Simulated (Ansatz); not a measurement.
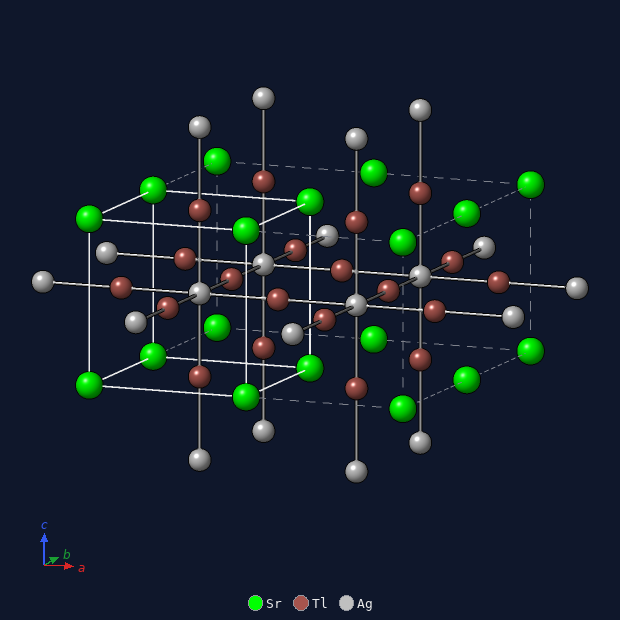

SrTl3Ag (space group Pm-3m, No. 221). Coordinates: the end point of a relaxation with DFT PBE, scalar-relativistic, plane waves, PAW (Ansatz); the starting structure was generated, so it need not be a known form of this composition.

Bonds are taken as Ag–Tl below 3.1 Å; Sr is left out of the net, as the electropositive filling of the structure. The graph is simplified in the usual way: terminal and isolated atoms are pruned, two-connected atoms become edges.

**What kind of net remains, and which atoms are its nodes?**

A uninodal 6-connected, three-periodic net: Ag is a 6-connected node. Tl becomes part of the edges.

**Name the underlying net.**

It is the pcu net, known from NaCl, ReO3 and the B-X framework of perovskite.

**Is the net interpenetrated?**

It is a single net, without interpenetration.

**Give the point symbol of each node (shortest cycle at each angle).**

Ag: 4^12.6^3.

**How many nodes does the smallest cycle have?**

Four.

The simplified net, drawn on the atoms' positions. Nodes are coloured by element. Edges to nodes outside the piece are drawn as stubs.

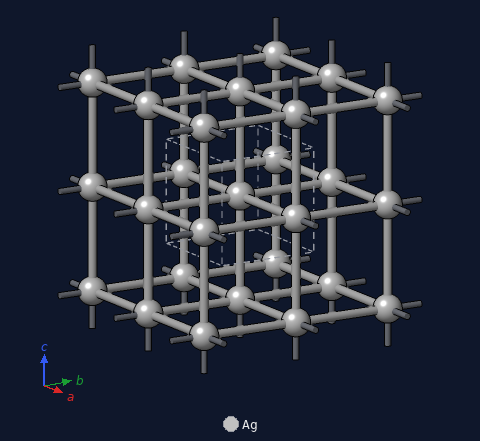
